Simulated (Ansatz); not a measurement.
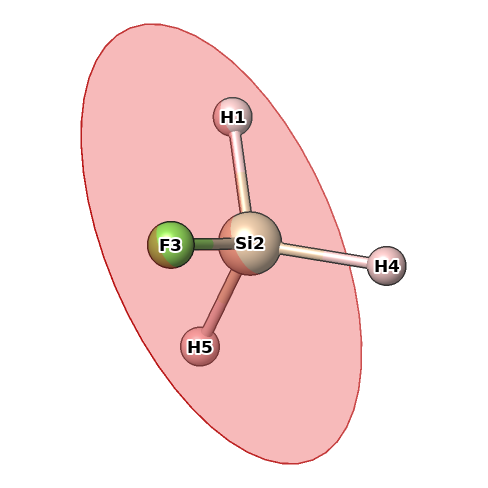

A disc through the centre of mass is drawn in. Distant atoms are faded towards the background colour. The computed structure is the end point of a PBE0-D4/def2-TZVP optimisation.

Is the plane of the disc a mirror plane of the structure?

Yes. The reflection leaves H1, Si2, F3 in place and moves H4 ↔ H5. The point group is C3v.
